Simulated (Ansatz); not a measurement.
NiSb (P6_3/mmc): the Drude term of Re ε in the infrared

Re ε of NiSb (P6_3/mmc) along x at low photon energies is read from one computed spectrum; the carriers' damping was typed as γ = 0.05 eV. x, y and z are the Cartesian axes of the input cell.

Cell: a, b, c = 3.928, 3.928, 5.120 Å (primitive vectors), 4 atoms.

Method: Ansatz 0.2.0, PBE, independent particles, k-mesh 12×12×7 with interpolation inside its cells, Gaussian parameter 0.15 eV.

Launch of the response step: `ansatz run input.yaml --threads 4 --pin off --max-ram 8192MiB --backend cpu --events-out ev --progress --plain --runs-dir out`. The run took 97 s, on 4 threads of Intel(R) Xeon(R) Platinum 8488C (Sapphire Rapids), with other jobs on the host.

| photon energy E (eV) | wavelength (µm) | Re ε |
| --- | --- | --- |
| 0.25 | 4.96 | -563.9 |
| 0.30 | 4.13 | -384.8 |
| 0.35 | 3.54 | -279.7 |
| 0.40 | 3.10 | -215.0 |
| 0.50 | 2.48 | -144.7 |
| 0.60 | 2.07 | -105.7 |
| 0.70 | 1.77 | ? |

A Drude term over a constant background gives Re ε = ε_b − ωp²/(E² + γ²), linear in 1/(E² + γ²).

Working, on the rows shown:

| x = 1/(E² + γ²) (eV⁻²) | y = Re ε |
| --- | --- |
| 15.3846 | -563.9 |
| 10.8108 | -384.8 |
| 8 | -279.7 |
| 6.15385 | -215 |
| 3.9604 | -144.7 |
| 2.75862 | -105.7 |

Means: x̄ = 7.8447, ȳ = -282.3. Σ(x − x̄)(y − ȳ) = -3973, Σ(x − x̄)² = 109.5. Slope = -3973 / 109.5 = -36.29; intercept = ȳ − slope · x̄ = 2.388. The line misses the rows shown by at most 8.2.

**Question.** Predict the last column of the withheld row from the fit.

**Answer.** At x = 2.0305 the line gives y = -71.298. The run gave -77.8, so the extrapolation is off by 6.5, 1.3 % of the range in the table.

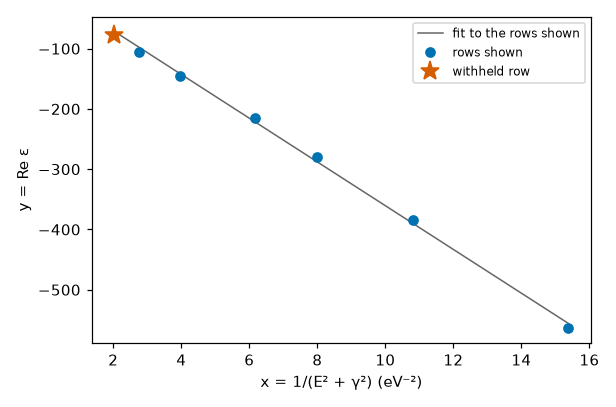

Refitted with all rows, the slope is -36.06 and the intercept -0.18226. These give ωp = √(−slope) = 6.00 eV, against 6.50 eV from the program's Fermi-surface sum, and an intercept of -0.2. Taking the program's Drude term off the rows leaves 86 at the lowest energy and 8 at the highest, so the background isn't constant: interband transitions lie in or near the window, and neither fitted number can be trusted. The cell comes from an older database entry, whose edges can be off by a per cent or so. The values come from a sum over the points of one k-mesh and carry its error, which is largest for Fermi-surface quantities. Spin-orbit coupling is left out.
